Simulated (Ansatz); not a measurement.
**WC (Fm-3m): comparison of functionals at one structure, by script**

How far apart do the functionals lie for WC (Fm-3m) at one structure? The task is a comparison of functionals at one structure, for WC (Fm-3m).

Program: Ansatz 0.2.0, driven from Python. The levels of theory stand in the script. These are calculated values, not measurements.

## (1) Starting point

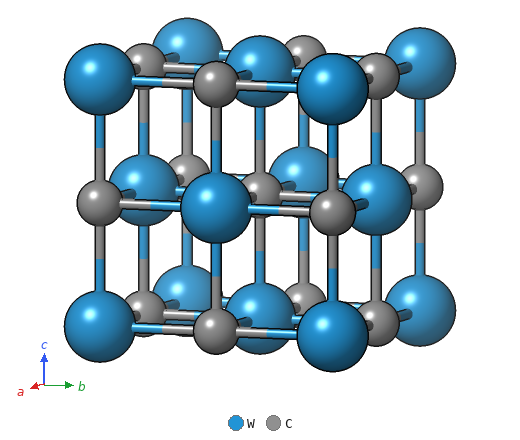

The structure that the script starts from, seen slightly off an axis (tungsten blue, carbon grey). The cell is the conventional one. Atoms on cell faces are repeated.

No structure file is read: the coordinates are typed or built in the script.

## (2) The code

File wc.py:

```python
'''One structure of WC under several functionals.'''

import ansatz
import pandas as pd

system = (
    ansatz.Lattice.fcc(4.38537)
    .space_group(225)
    .atom('W', (0.0, 0.0, 0.0))
    .atom('C', (0.5, 0.0, 0.0))
    .primitive()
)

calculation = (
    system.calculation()
    .occupations(ansatz.OccupationsMethod.FERMI_DIRAC, width=0.1)  # fractional filling near the Fermi level
    .kpoints(11, 11, 11)  # sampling of the Brillouin zone
    .stress()
)

rows = []
for value in ['pbesol', 'blyp', 'lda']:
    report = calculation.functional(value).run().report
    rows.append((value, report['free_energy_ev'] / len(report['lattice']['sites']), report['n_iterations'], sum(report['stress_gpa'][i][i] for i in range(3)) / 3, report['n_kpoints']))

table = pd.DataFrame(rows, columns=['functional', 'F/atom (eV)', 'iterations', 'P (GPa)', 'k-points'])
print(table.round(5).to_string(index=False))
```

## (3) Launch

Run with:

```bash
$ python wc.py
```

Standard output:

```text
DeckWarning: basis.ecutwfc = 420 eV, auto-derived from the records' recommended cutoffs: set by W (normal level)
functional  F/atom (eV)  iterations   P (GPa)  k-points
    pbesol  -5251.40844           6  -9.81512        56
      blyp  -5329.96611           6  12.03504        56
       lda  -5186.19968           6 -15.68589        56
```

(Warnings from the package without file and line.)

It took 5.6 s on 1 thread of Arm Neoverse V1, shared host; peak memory 0.4 GiB.

## (4) The engine's runs

The 3 runs, in the order started:

| run | functional | energy (eV/atom) | pressure (GPa) | SCF cycles | CPU time (s) |
| --- | --- | --- | --- | --- | --- |
| 1 | pbesol | -5251.4084 | -9.82 | 6 | 1.4 |
| 2 | blyp | -5329.9661 | 12.04 | 6 | 1.5 |
| 3 | lda | -5186.1997 | -15.69 | 6 | 1.4 |

Energies are free energies F = E - TS of the smeared occupations. Totals hang on method, basis and potentials, so only like runs compare.

## (5) Results

| quantity | value |
| --- | --- |
| runs compared | 3 |
| pressure at this cell | -15.7 (lda) to 12.0 GPa (blyp) |

**Reading.** From lowest to highest: LDA (-15.7 GPa), PBEsol (-9.8 GPa) and BLYP (12.0 GPa). At a fixed cell a lower pressure usually means a smaller equilibrium volume, so LDA prefers the smallest cell and BLYP the largest. Caveats:
- The mesh is modest for a metal, so energies can be off by several to tens of meV an atom and pressures by half a GPa or more; differences at equal mesh fare better.
- Pressure is positive in compression.
- Spin-orbit coupling, which matters for elements this heavy, is left out.
- The structure comes from a database of computed cells and needn't be a stable or known phase.
- Total energies of different functionals can't be compared; pressures, moments and gaps at this one structure can.
